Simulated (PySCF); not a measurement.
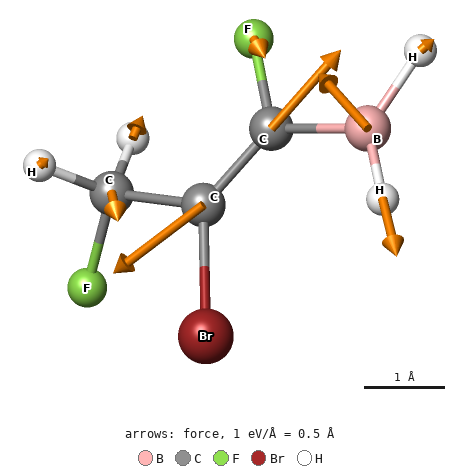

Starting geometry of C₃H₄BBrF₂ with the computed forces as orange arrows. The picture is a ball-and-stick view, seen from a free direction.

The start comes from GFN2-xTB. Its atoms were then displaced at random by about 0.01 Å.

All numbers below come from PBE0-D3(BJ)/def2-SVP geometry optimisation, gas phase (PySCF 2.14.0, density-fitted response routines). 

> Is this structure relaxed? If not, where do the atoms go?

It isn't relaxed: the largest force vector, on a C atom, is 3.03 eV/Å. The final displacements have little in common with the starting forces (cosine between the two patterns 0.24). The atom that moves furthest after the best rigid fit is an H atom (0.14 Å). Largest moves by element: H 0.14 Å, F 0.14 Å, Br 0.07 Å, B 0.05 Å, C 0.04 Å. Some distances before and after: B–H 1.136 → 1.201 Å, C–C 1.316 → 1.358 Å, C–C 1.537 → 1.499 Å, B–C 1.569 → 1.539 Å. Bond angles that change, for instance: H–B–H 123.7° → 121.3°, C–B–H 116.2° → 118.4°, F–C–H 106.8° → 108.9°. After 9 geometry steps the energy has fallen by 16.8 kJ/mol.
